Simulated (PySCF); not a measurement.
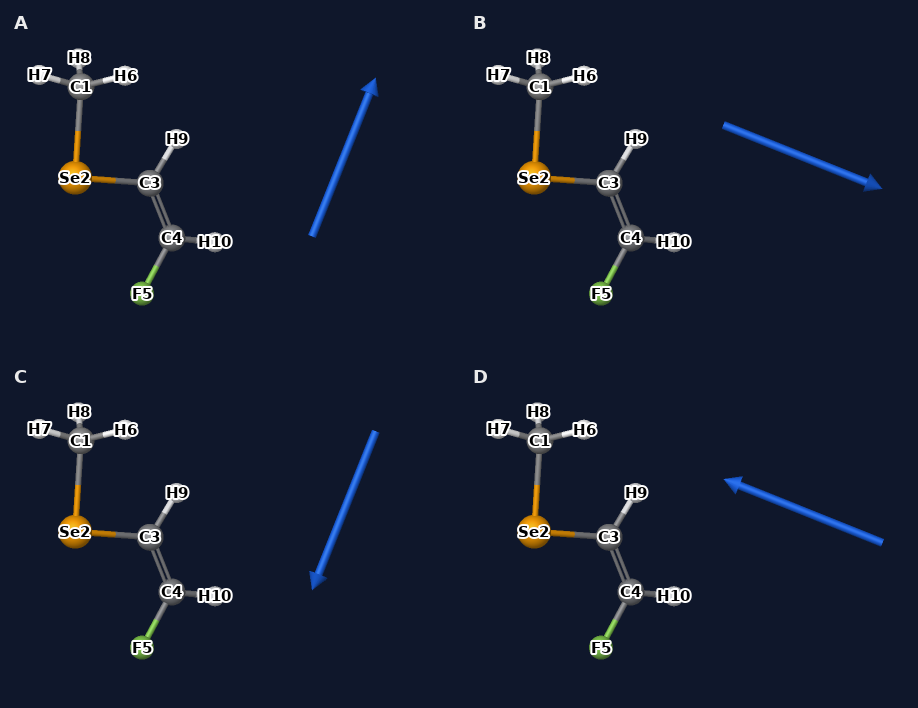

The same molecule four times, each with an arrow. The computed structure is the end point of a PBE0-D3(BJ)/def2-SVP optimisation. No frequency run is at hand to confirm it as a minimum. Method: B3LYP/pcJ-1 (pcSseg-1 on Se), gas phase (PySCF 2.14.0).

Question: Which arrow points along the dipole moment, from the negative to the positive end?

Answer: A. The dipole moment is 2.62 D; it points from the side of F5 to the side of H6, H8 (the outermost atoms at the two ends).
